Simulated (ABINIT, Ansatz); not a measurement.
# AlH3 (Pm-3m): third-order response, part 3 of 3

Which lines does AlH3 (Pm-3m) show in Raman and infrared spectra?

ABINIT 10.8.3; DFT LDA, scalar-relativistic, plane waves, HGH norm-conserving pseudopotentials.

So far, mean static dielectric tensor (ions relaxed, fixed cell): step 6 (zone-centre analysis) 12.5.

The structure was built from a prototype and need not be the compound's stable phase.

## Step 8: Cross-check with Ansatz

The same cell goes through another code, with its own cutoff. The potentials differ. Its k mesh is centred on Γ.

This step: DFT LDA, scalar-relativistic, plane waves, PseudoDojo norm-conserving pseudopotentials (Ansatz 0.2.0).

Contents of input.yaml:

```yaml
crystal:
  lattice:
    - [3.3834690399, 0.0, 0.0]
    - [0.0, 3.3834690399, 0.0]
    - [0.0, 0.0, 3.3834690399]
  atoms:
    - { symbol: Al, position: [0.0, 0.0, 0.0] }
    - { symbol: H, position: [0.5, 0.0, 0.0] }
    - { symbol: H, position: [0.0, 0.5, 0.0] }
    - { symbol: H, position: [0.0, 0.0, 0.5] }
kpoints:
  mp_grid: { grid: [12, 12, 12] }
hamiltonian:
  xc: lda
  pseudopotentials: { kind: nc, accuracy: standard }
scf:
  occupations: { method: fixed }
output:
  eigenvalues: true
phonons:
  method: dfpt
  dielectric: true
  rigid_motions: translations
  raman: true
```

Run with:

```
$ ansatz run input.yaml --threads 2 --pin off --max-ram 4096MiB --backend cpu --events-out ev --progress --plain --runs-dir out
```

Output:

```text
Engine: ansatz 0.2.0, x86_64-unknown-linux-gnu
Pseudopotentials: kind: nc
Pseudopotential: Al, nc, valence charge 3, recommended cutoff 598.650497 eV (normal), Al.nc.azcp (PseudoDojo's, or run here from an input of PseudoDojo's; its table is named by hamiltonian.pseudopotentials.accuracy)
Pseudopotential: H, nc, valence charge 1, recommended cutoff 1006.821291 eV (normal), H.nc.azcp (PseudoDojo's, or run here from an input of PseudoDojo's; its table is named by hamiltonian.pseudopotentials.accuracy)
Functional definition: SPW92
  exchange = slater_x
  correlation = pw_c
Crystal: 4 atoms, lattice volume = 38.733 Å³
Basis set: ecut = 1006.821291 eV, 2801 PW (Γ), exchange–correlation on 72×72×72 points (8 copies of the dense FFT grid, shifted against one another)
Bands: 7, of which v1, the nominal top of the filled ones, is band 3 counted from 1 (2 counted from 0)
Symmetry: 48 space group operations
k-points: 518 of 1728 (irreducible under 2 space group operations, time reversal used)
Non-local potential: Al, projectors of the file, l = 0: 2, l = 1: 2, l = 2: 2
Non-local potential: H, projectors of the file, l = 0: 2, l = 1: 1
Initial density: superposition of atomic densities (chi_scale 0.1, normalization cell, long waves kept (reshape's long-wave potential 0.00 eV rms))
Initial wavefunctions: pseudopotential atomic-orbital guess
Functional: x = slater, c = lda
SCF iter   1: F=—  HF=-111.970661 eV  |F-HF|=—  |Δ(HF+E_count)|=         —  Δρ=9.02e-2  dr2=2.44e0  ethr=3.10e-3  ⟨swp⟩=4.6  Hψ=27785  notcnv=0  defer=956
preconditioner: auto → none  [insulator: Δε(μ)=1.445 eV  Ē_g=11.451 eV  n_scr=6 (ndim 8)  ℏωp=14.6 eV  f_vac=0.000  ε∞_Penn≈2.6]
SCF iter   2: F=—  HF=-111.185835 eV  |F-HF|=—  |Δ(HF+E_count)|=   7.85e-1  Δρ=3.11e-2  dr2=3.14e-1  ethr=3.10e-3  ⟨swp⟩=2.7  Hψ=10575  notcnv=0  defer=1006
SCF iter   3: F=—  HF=-111.073986 eV  |F-HF|=—  |Δ(HF+E_count)|=   1.12e-1  Δρ=2.00e-3  dr2=6.70e-4  ethr=3.10e-3  ⟨swp⟩=2.6  Hψ=6051  notcnv=0  defer=1015
SCF iter   4: F=—  HF=-111.074207 eV  |F-HF|=—  |Δ(HF+E_count)|=   2.21e-4  Δρ=1.67e-4  dr2=9.50e-6  ethr=1.12e-5  ⟨swp⟩=3.0  Hψ=6306  notcnv=0  defer=1029
SCF iter   5: F=—  HF=-111.074204 eV  |F-HF|=—  |Δ(HF+E_count)|=   2.46e-6  Δρ=7.69e-6  dr2=2.65e-8  ethr=1.58e-7  ⟨swp⟩=2.7  Hψ=5168  notcnv=0  defer=909
SCF iter   6: F=—  HF=-111.074204 eV  |F-HF|=—  |Δ(HF+E_count)|=   1.03e-7  Δρ=8.55e-7  dr2=9.94e-11  ethr=1.67e-12  ⟨swp⟩=9.2  Hψ=30445  notcnv=0
SCF iter   7: F=-111.074204 eV  HF=-111.074204 eV  |F-HF|=2.27e-13  |Δ(HF+E_count)|=  5.31e-11  Δρ=4.72e-8  dr2=7.58e-13  ethr=1.66e-12  ⟨swp⟩=4.6  Hψ=15372  notcnv=0
SCF 1 converged in 7 iterations: F = -111.074204 eV  dr2 = 7.58e-13
DFPT response loops at Γ: preconditioner auto → none (the input reference at scf.mixing.eps_inf says where Resta's filter doesn't serve); β = 0.50; Broyden in place of MSR1
── the response to a field inside a basis, on 12×12×12 k-points: an SCF that follows is theirs, and a resumed run solves both again ──
Bands: 4, of which v1, the nominal top of the filled ones, is band 3 counted from 1 (2 counted from 0)
k-points: 56 of 1728
Initial density: handed on by an earlier stage of this run
Initial wavefunctions: pseudopotential atomic-orbital guess (no wavefunctions were taken with the density)
Eigensolver: Dense (56 Hₖ)
SCF iter   1: F=—  HF=-111.073928 eV  |F-HF|=—  |Δ(HF+E_count)|=         —  Δρ=4.93e-5  dr2=1.37e-7  ethr=1.00e-1
preconditioner: auto → none  [insulator: Δε(μ)=0.775 eV  Ē_g=8.171 eV  n_scr=6 (ndim 8)  ℏωp=14.6 eV  f_vac=0.014  ε∞_Penn≈4.2]
SCF iter   2: F=—  HF=-111.073928 eV  |F-HF|=—  |Δ(HF+E_count)|=   1.03e-7  Δρ=2.49e-5  dr2=3.41e-8  ethr=2.28e-9
SCF iter   3: F=-111.073928 eV  HF=-111.073928 eV  |F-HF|=1.56e-12  |Δ(HF+E_count)|=   3.62e-8  Δρ=2.53e-7  dr2=9.04e-12  ethr=5.69e-10
SCF 1 converged in 3 iterations: F = -111.073928 eV  dr2 = 9.04e-12
DFPT response loops at Γ: mixed as the last ones told, above
DFPT response loops at Γ: mixed as the last ones told, above
DFPT response loops at Γ: mixed as the last ones told, above
SCF converged after 7 iterations
Free energy (F): -111.074204 eV
Harris-Foulkes:  -111.074204 eV  (|F-HF|=2.27e-13)
Internal energy: -111.074204 eV  (E = F + TS)
E sigma→0 (E₀):  -111.074204 eV
Fermi energy:    0.801438 eV
--- Per-component energies (eV) ---
  E_band       = -18.889863
  E_kinetic    = 70.775629
  E_local      = -59.328967  (includes V_loc(G=0)·N_el)
  E_nonlocal   = 2.893790
  E_hartree    = 16.679956
  E_xc         = -58.531472
  E_vxc        = -66.590225  (∫ρ·V_xc dr)
  E_ewald      = -83.563140
  E_smearing   = -0.000000  (= −TS)
  E_closure    = 0.000000  (closes the sum)
  Σ components = -111.074204   (vs F -111.074204, Δ=0.00e0)
--- Band table (eV; the first three rows and the last of 518) ---
  k-point 0: bands = ["-8.2481", "0.4132", "0.4132", "6.0217", "6.0217", "6.0217", "10.2288"]
  k-point 1: bands = ["-8.1725", "0.0833", "0.4374", "6.0880", "6.0880", "6.2189", "10.5308"]
  k-point 2: bands = ["-7.9488", "-0.7308", "0.5047", "6.2822", "6.2822", "6.6919", "11.3372"]
  k-point 517: bands = ["-2.4159", "-2.4159", "-2.4159", "1.2185", "6.1811", "6.1811", "6.1811"]
--- Phonons (Γ-DFPT): 3 representative perturbations + reference, on 518 of 1728 k-points (Σ response iterations 9) ---
  k mesh reduced under 2 symmetry operations, with k and −k counted as one. Each operation leaves every solved perturbation unchanged. A smaller set is not considered because the run solves the response to a homogeneous field
  ASR residual: 5.080e-5 → 0.000e0 eV/Å²; symmetrization residual: 3.393e-7 eV/Å²
  ASR residual per site (eV/Å²): 5.08e-5 6.33e-6 6.33e-6 6.33e-6
  Γ frequencies (cm⁻¹): 0.00 0.00 0.00 483.87 483.87 483.87 565.78 565.78 565.78 1915.65 1915.65 1915.65
  ε∞ (high-frequency dielectric tensor):
        4.131159     0.000000     0.000000
       -0.000000     4.131159    -0.000000
        0.000000     0.000000     4.131159
  ε⁰ (static dielectric tensor: ions relaxed, cell fixed):
       11.776983     0.000000    -0.000000
        0.000000    11.776983    -0.000000
       -0.000000    -0.000000    11.776983
  ε⁰ − ε∞ (ionic part):
        7.645824     0.000000    -0.000000
        0.000000     7.645824    -0.000000
       -0.000000    -0.000000     7.645824
  softest optical mode at Γ: 483.87 cm⁻¹; the repairs (sum rule, projections) moved no ω² at Γ by more than (1.68 cm⁻¹)²
  Born effective charges Z* (e; rows j = field, columns β = displacement):
    site 0:
         2.74246   -0.00000    0.00000
         0.00000    2.74246    0.00000
         0.00000    0.00000    2.74246
    site 1:
        -1.56762   -0.00000   -0.00000
        -0.00000   -0.58742    0.00000
         0.00000    0.00000   -0.58742
    site 2:
        -0.58742    0.00000    0.00000
         0.00000   -1.56762    0.00000
         0.00000    0.00000   -0.58742
    site 3:
        -0.58742    0.00000    0.00000
        -0.00000   -0.58742   -0.00000
         0.00000   -0.00000   -1.56762
  Z* charge neutrality: 2.138e-6 e pre-enforcement
  k-mesh period / interband length: 40.6 Å / 1.81 Å = 22.49 at k = (0.0000, 0.0000, 0.0000), direct gap 5.609 eV — 14 or more, which is no proof of convergence
  Raman tensors (in the event stream and the table raman_tensors.tsv): an entry may err by 6.9e-4 Å², one of the second-order susceptibility by 2.5e-20 pm/V (basis, points and sum rule); their sum over the sites missed zero by 9.917e-21 Å² ahead of its enforcement
  optical modes at Γ without the LO–TO term, one row a degenerate level:
      ω (cm⁻¹)  modes    IR ((D/Å)²/amu)  static Raman (Å⁴/amu)  depolarisation
        483.87      3            88.1306                 0.0000               —
        565.78      3             0.0000                 0.0000               —
       1915.65      3           147.2825                 0.0000               —
  optical modes at Γ + LO–TO along q̂ = [1.0000, 0.0000, 0.0000]:
      ω (cm⁻¹)  modes    IR ((D/Å)²/amu)  static Raman (Å⁴/amu)  depolarisation
        483.87      2            58.7537                 0.0000               —
        565.78      3             0.0000                 0.0000               —
        746.77      1            19.6999                 0.0000               —
       1915.65      2            98.1883                 0.0000               —
       2095.74      1            58.7711                 0.0000               —
  optical modes at Γ + LO–TO along q̂ = [0.0000, 1.0000, 0.0000]:
      ω (cm⁻¹)  modes    IR ((D/Å)²/amu)  static Raman (Å⁴/amu)  depolarisation
        483.87      2            58.7537                 0.0000               —
        565.78      3             0.0000                 0.0000               —
        746.77      1            19.6999                 0.0000               —
       1915.65      2            98.1883                 0.0000               —
       2095.74      1            58.7711                 0.0000               —
  optical modes at Γ + LO–TO along q̂ = [0.0000, 0.0000, 1.0000]:
      ω (cm⁻¹)  modes    IR ((D/Å)²/amu)  static Raman (Å⁴/amu)  depolarisation
        483.87      2            58.7537                 0.0000               —
        565.78      3             0.0000                 0.0000               —
        746.77      1            19.6999                 0.0000               —
       1915.65      2            98.1883                 0.0000               —
       2095.74      1            58.7711                 0.0000               —
```

Run time: 2.3 min. Hardware: 2 threads of Intel Xeon at 2.70GHz, shared host; peak memory 1.8 GiB; 4.5 min of CPU time.

Numbers from this step:

```
gap on the k-mesh                                : 0.4171 eV
sum-rule residual before enforcement             : 5.08e-5 eV/Å²
miss of the charge sum rule                      : 2.14e-6 e
highest optical zone-centre mode (no LO-TO term) : 1916 cm⁻¹
lowest optical zone-centre mode                  : 483.9 cm⁻¹
mean high-frequency dielectric constant          : 4.131
largest Born charge in size (third of the trace) : 2.743 e
mean static dielectric constant                  : 11.78
highest mode moved by the LO-TO term             : 2096 cm⁻¹
```

Transverse modes. Infrared lines, with heights relative to the strongest:

```
position (cm⁻¹)  label  IR intensity ((D/Å)²/amu), degenerate modes summed, relative
            484    T1u                                                            60
            566    T2u                                                           0.0
           1916    T1u                                                           100
```

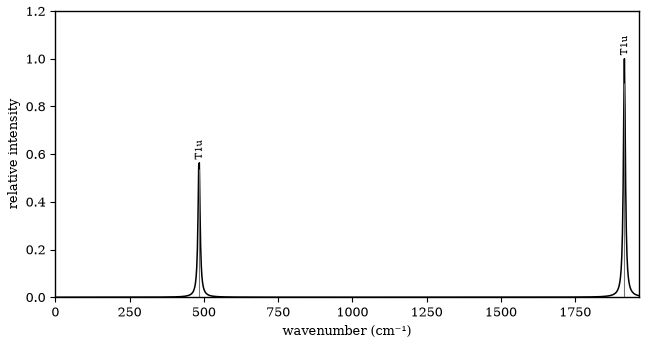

The infrared spectrum, broadened with Lorentzians of width 8 cm⁻¹; bars mark the lines.

## Step 9: The two compared: ABINIT HGH and Ansatz, PseudoDojo

Worked out from the results:

- root-mean-square difference: 19.56 cm⁻¹
- largest difference: 31.7 cm⁻¹

Optical modes, paired by symmetry label. Frequencies side by side, by row:

```
q (reciprocal lattice)  mode  ABINIT HGH (cm⁻¹)  Ansatz, PseudoDojo (cm⁻¹)
                 0 0 0     4              472.4                      483.9
                 0 0 0     5              472.4                      483.9
                 0 0 0     6              472.4                      483.9
                 0 0 0     7              562.5                      565.8
                 0 0 0     8              562.5                      565.8
                 0 0 0     9              562.5                      565.8
                 0 0 0    10               1884                       1916
                 0 0 0    11               1884                       1916
                 0 0 0    12               1884                       1916
```

The two runs side by side. Further quantities:

```
                                                                               quantity  ABINIT HGH  Ansatz, PseudoDojo
                                                                                mean ε∞       4.189               4.131
largest Born charge in size (e; the first before, the second after the charge sum rule)       2.786               2.743
                                                       summed IR intensity ((D/Å)²/amu)       245.8               235.4
                                                         summed Raman activity (Å⁴/amu)           0                   0
```

At the zone centre the largest difference (acoustic modes at Γ apart) is 2 % of the highest mode.

## Step 10: Results

```yaml
space_group_after_relaxation: Pm-3m
volume_per_atom: 9.68 Å³
highest_optical_zone_centre_mode_no_lo_to_term: 1884 cm⁻¹
lowest_optical_zone_centre_mode: 472.4 cm⁻¹
highest_mode_moved_by_the_lo_to_term: 2074 cm⁻¹
mean_high_frequency_dielectric_constant: 4.19
largest_born_charge_in_size_third_of_the_trace: 2.79 e
mean_static_dielectric_constant: 12.5
imaginary_optical_modes_at_the_zone_centre_no_q_mesh_in_this_session: none
largest_difference_from_ansatz_pseudodojo: 31.7 cm⁻¹
```

No mode is Raman active in this structure; the strongest infrared line lies at 1884 cm⁻¹. At the LDA level the optical modes of AlH3 (Pm-3m) at the zone centre (no LO-TO term) run from 472 to 1884 cm⁻¹. The base run prints -0.87 GPa, mostly the error of a finite basis; the relaxation, with a smoothed and higher cutoff, had brought the cell to rest. Along the directions run, the highest mode that the macroscopic field moves lies at 2074 cm⁻¹. Lattice motion raises the mean dielectric constant from 4.189 to 12.48. ABINIT HGH and Ansatz, PseudoDojo differ by 19.6 cm⁻¹ in the root mean square and by 31.7 cm⁻¹ at most, 1.7 % of the highest mode compared (acoustic modes at Γ left out); the two use different potentials, and the cell was not relaxed for the second set. These are harmonic frequencies at zero temperature: anharmonic shifts and linewidths and thermal expansion are left out. The structure is a hypothetical one, built on a prototype.

[Host names and launcher messages were left out of these logs when they were recorded.]

[Logs are printed without paths, hosts, clocks, repeated set-up lines and the standing remarks that a program may print on its own settings, such as how far it seeks lower states.]

[Hosts, paths, dates, database ids (printed as entryN), source tags and the programs' standing remarks are cut or masked in the printed files.]
